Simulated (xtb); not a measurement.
# C$_{3}$H$_{7}$NO: single-point calculation

- system: C$_{3}$H$_{7}$NO (propionamide), SMILES CCC(N)=O
- method: GFN1-xTB (xtb 6.7.1 later snapshot)

The geometry comes from this level: GFN2-xTB.

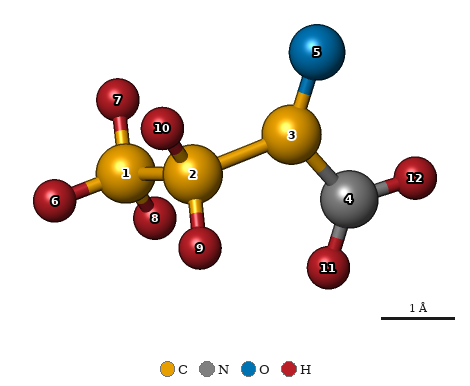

Fig. 1: The input geometry (ball-and-stick view, seen at a tilt; atoms are numbered from 1 in the order of the input).

## Input (mol.coord)
```
$coord
     -1.282557120784      2.428203583838     -0.394518123038  c
      0.508298533002      0.875264449143      1.257650530461  c
      1.626959706997     -1.284579127737     -0.264297095790  c
      0.067595503478     -3.301162567109     -0.509224498803  n
      3.700669567116     -1.229663686555     -1.221745734093  o
     -2.064261229496      3.994295212360      0.682436795386  h
     -0.267585219247      3.188421506514     -2.010536315773  h
     -2.835817508920      1.273221873728     -1.088085405298  h
     -0.499152258559      0.132639876687      2.897554861411  h
      2.055681872890      2.068834366718      1.908321029692  h
     -1.655173318037     -3.354263871211      0.282438466587  h
      0.645341471560     -4.791211616376     -1.539975613480  h
$end
```

## File xtb.inp
```
$scc
   broydamp=0.05
$end
```

Launch command:
```bash
xtb mol.coord --gfn1 --uhf 0 -I xtb.inp --sp > xtb.out 2> xtb.err
```

## The program's output
```
* xtb version 6.7.1
   ID    Z sym.   atoms
    1    6 c      1-3
    2    7 n      4
    3    8 o      5
    4    1 h      6-12

           -------------------------------------------------
          |                Calculation Setup                |
           -------------------------------------------------

          program call               : xtb mol.coord --gfn1 --uhf 0 -I xtb.inp --sp
          coordinate file            : mol.coord
          omp threads                :                     1

########################################################################
[WARNING] Please study the warnings concerning your input carefully
-1- prog_main_parseArguments: The use of '--gfn1' is discouraged, please use '--gfn 1' next time
########################################################################

           -------------------------------------------------
          |                 G F N 1 - x T B                 |
           -------------------------------------------------

      * Hamiltonian:
        H0-scaling (s, p, d)           1.850000    2.250000    2.000000
        zeta-weighting                 0.000000
      * Dispersion:
        s8                             2.400000
        a1                             0.630000
        a2                             5.000000
        s9                             0.000000
      * Repulsion:
        kExp                           1.500000
        rExp                           1.000000
      * Coulomb:
        alpha                          2.000000
        third order                    atomic
        anisotropic                    false
      * Halogen bond correction:
        rad-scale                      1.300000
        damping                        0.440000

          ...................................................
          :                      SETUP                      :
          :.................................................:
          :  # basis functions                  34          :
          :  # atomic orbitals                  34          :
          :  # shells                           24          :
          :  # electrons                        30          :
          :  # halogen bonds                     0          :
          :  max. iterations                   250          :
          :  Hamiltonian                  GFN1-xTB          :
          :  restarted?                      false          :
          :  GBSA solvation                  false          :
          :  PC potential                    false          :
          :  electronic temp.          300.0000000     K    :
          :  accuracy                    1.0000000          :
          :  -> integral cutoff          0.2500000E+02      :
          :  -> integral neglect         0.1000000E-07      :
          :  -> SCF convergence          0.1000000E-05 Eh   :
          :  -> wf. convergence          0.2000000E-04 e    :
          :  Broyden damping             0.0500000          :
          :  net charge                          0          :
          :  unpaired electrons                  0          :
          ...................................................

 iter      E             dE          RMSdq      gap      omega  full diag
   1    -18.1619066 -0.181619E+02  0.777E+00    5.79       0.0  T
   2    -18.1812420 -0.193354E-01  0.735E+00    5.80       1.0  T
   3    -18.0787298  0.102512E+00  0.394E+00    3.91       1.0  T
   4    -17.6130658  0.465664E+00  0.701E+00    2.92       1.0  T
   5    -18.2419146 -0.628849E+00  0.745E-01    5.73       1.0  T
   6    -18.2377932  0.412140E-02  0.906E-01    5.84       1.0  T
   7    -18.2453548 -0.756162E-02  0.368E-01    5.63       1.0  T
   8    -18.2455144 -0.159560E-03  0.351E-01    5.62       1.0  T
   9    -18.2469223 -0.140789E-02  0.123E-01    5.51       1.0  T
  10    -18.2469599 -0.376256E-04  0.109E-01    5.51       1.0  T
  11    -18.2470933 -0.133360E-03  0.116E-02    5.47       2.5  T
  12    -18.2470942 -0.948281E-06  0.463E-03    5.46       6.2  T
  13    -18.2470938  0.361939E-06  0.615E-03    5.46       4.7  T
  14    -18.2470939 -0.235240E-07  0.597E-03    5.46       4.8  T
  15    -18.2470943 -0.409943E-06  0.818E-04    5.46      35.3  T
  16    -18.2470943 -0.166489E-08  0.727E-04    5.46      39.7  T
  17    -18.2470943 -0.641930E-08  0.124E-05    5.46    2331.0  T
  18    -18.2470943 -0.774492E-12  0.996E-06    5.46    2899.0  T

   *** convergence criteria satisfied after 18 iterations ***

         #    Occupation            Energy/Eh            Energy/eV
      -------------------------------------------------------------
         1        2.0000           -0.8028007             -21.8453
       ...           ...                  ...                  ...
         9        2.0000           -0.5504578             -14.9787
        10        2.0000           -0.5407473             -14.7145
        11        2.0000           -0.5153287             -14.0228
        12        2.0000           -0.5065323             -13.7834
        13        2.0000           -0.4948005             -13.4642
        14        2.0000           -0.4527232             -12.3192
        15        2.0000           -0.4378929             -11.9157 (HOMO)
        16                         -0.2372144              -6.4549 (LUMO)
        17                         -0.1442622              -3.9256
        18                         -0.1326114              -3.6085
        19                         -0.1178448              -3.2067
        20                         -0.0940946              -2.5604
       ...                                ...                  ...
        34                          0.7262751              19.7630
      -------------------------------------------------------------
                  HL-Gap            0.2006786 Eh            5.4607 eV
             Fermi-level           -0.3375536 Eh           -9.1853 eV

 SCC (total)                   0 d,  0 h,  0 min,  0.007 sec
 SCC setup                      ...        0 min,  0.000 sec (  1.008%)
 Dispersion                     ...        0 min,  0.000 sec (  0.493%)
 classical contributions        ...        0 min,  0.000 sec (  0.101%)
 integral evaluation            ...        0 min,  0.001 sec ( 17.288%)
 iterations                     ...        0 min,  0.003 sec ( 45.166%)
 molecular gradient             ...        0 min,  0.003 sec ( 34.762%)
 printout                       ...        0 min,  0.000 sec (  1.040%)

         :::::::::::::::::::::::::::::::::::::::::::::::::::::
         ::                     SUMMARY                     ::
         :::::::::::::::::::::::::::::::::::::::::::::::::::::
         :: total energy             -18.041335995403 Eh    ::
         :: gradient norm              0.008480445125 Eh/a0 ::
         :: HOMO-LUMO gap              5.460741827914 eV    ::
         ::.................................................::
         :: SCC energy               -18.247094284151 Eh    ::
         :: -> electrostatic           0.071248657937 Eh    ::
         :: repulsion energy           0.209355506705 Eh    ::
         :: dispersion energy         -0.003597217956 Eh    ::
         :: halogen bond corr.         0.000000000000 Eh    ::
         :: add. restraining           0.000000000000 Eh    ::
         :: total charge              -0.000000000000 e     ::
         :::::::::::::::::::::::::::::::::::::::::::::::::::::

           -------------------------------------------------
          |                Property Printout                |
           -------------------------------------------------

    * Orbital Energies and Occupations

         #    Occupation            Energy/Eh            Energy/eV
      -------------------------------------------------------------
         1        2.0000           -0.8028007             -21.8453
       ...           ...                  ...                  ...
         3        2.0000           -0.6732901             -18.3212
         4        2.0000           -0.6409045             -17.4399
         5        2.0000           -0.6253901             -17.0177
         6        2.0000           -0.6007918             -16.3484
         7        2.0000           -0.5855330             -15.9332
         8        2.0000           -0.5704548             -15.5229
         9        2.0000           -0.5504578             -14.9787
        10        2.0000           -0.5407473             -14.7145
        11        2.0000           -0.5153287             -14.0228
        12        2.0000           -0.5065323             -13.7834
        13        2.0000           -0.4948005             -13.4642
        14        2.0000           -0.4527232             -12.3192
        15        2.0000           -0.4378929             -11.9157 (HOMO)
        16                         -0.2372144              -6.4549 (LUMO)
        17                         -0.1442622              -3.9256
        18                         -0.1326114              -3.6085
        19                         -0.1178448              -3.2067
        20                         -0.0940946              -2.5604
        21                         -0.0717874              -1.9534
        22                         -0.0613809              -1.6703
        23                         -0.0529680              -1.4413
        24                          0.0909695               2.4754
        25                          0.1073237               2.9204
        26                          0.1995928               5.4312
       ...                                ...                  ...
        34                          0.7262751              19.7630
      -------------------------------------------------------------
                  HL-Gap            0.2006786 Eh            5.4607 eV
             Fermi-level           -0.3375536 Eh           -9.1853 eV

  Mulliken/CM5 charges         n(s)   n(p)   n(d)
     1     -0.07748 -0.22772   1.005  3.073  0.000
     2     -0.08709 -0.18677   1.039  3.049  0.000
     3      0.48523  0.57631   0.992  2.523  0.000
     4     -0.43114 -0.89157   1.409  4.022  0.000
     5     -0.54720 -0.59145   1.722  4.826  0.000
     6      0.03481  0.08654   0.965  0.000  0.000
     7      0.04479  0.09821   0.955  0.000  0.000
     8      0.02507  0.07911   0.975  0.000  0.000
     9      0.03098  0.08984   0.969  0.000  0.000
    10      0.05426  0.11300   0.946  0.000  0.000
    11      0.22365  0.41661   0.776  0.000  0.000
    12      0.24411  0.43790   0.756  0.000  0.000

Wiberg/Mayer (AO) data.
largest (>0.10) Wiberg bond orders for each atom

 ---------------------------------------------------------------------------
     #   Z sym  total        # sym  WBO       # sym  WBO       # sym  WBO
 ---------------------------------------------------------------------------
     1   6      3.995 --     2      1.001     8      0.988     6      0.987
                             7      0.987
     2   6      3.997 --     1      1.001    10      0.976     9      0.976
                             3      0.968
     3   6      3.889 --     5      1.669     4      1.218     2      0.968
     4   7      3.246 --     3      1.218    11      0.926    12      0.912
                             5      0.161
     5   8      1.936 --     3      1.669     4      0.161
     6   1      1.004 --     1      0.987
     7   1      1.002 --     1      0.987
     8   1      1.005 --     1      0.988
     9   1      1.004 --     2      0.976
    10   1      1.007 --     2      0.976
    11   1      0.954 --     4      0.926
    12   1      0.948 --     4      0.912
 ---------------------------------------------------------------------------

Topologies differ in total number of bonds
Writing topology from bond orders to xtbtopo.mol

 dipole moment from electron density (au)
     X       Y       Z
  -1.8540  -0.4400   0.5821  total (Debye):    5.064

           -------------------------------------------------
          | TOTAL ENERGY              -18.041335995403 Eh   |
          | GRADIENT NORM               0.008480445125 Eh/α |
          | HOMO-LUMO GAP               5.460741827914 eV   |
           -------------------------------------------------

------------------------------------------------------------------------
------------------------------------------------------------------------
 total:
 *  cpu-time:     0 d,  0 h,  0 min,  0.012 sec
 * ratio c/w:     1.000 speedup
 SCF:
 *  cpu-time:     0 d,  0 h,  0 min,  0.007 sec
 * ratio c/w:     1.000 speedup
```

## Standard error
```
normal termination of xtb
```

## Summary

```json
{"quantity": "outcome", "value": "converged"}
{"quantity": "electrons treated", "value": "30"}
{"quantity": "total energy", "value": "−18.041336 hartree"}
{"quantity": "dispersion energy", "value": "−0.003597 hartree"}
{"quantity": "basis functions", "value": "34"}
{"quantity": "HOMO", "value": "−11.92 eV"}
{"quantity": "LUMO", "value": "−6.45 eV"}
{"quantity": "dipole moment", "value": "5.06 D"}
{"quantity": "hardware", "value": "1 thread of Arm Neoverse V2, 24 GiB of memory available, shared host"}
{"quantity": "peak memory", "value": "0.071 GiB"}
```

## Notes

Settings chosen away from the usual ones: method = gfn1-xtb; task = energy; x = {"broyden_damping": 0.05}.
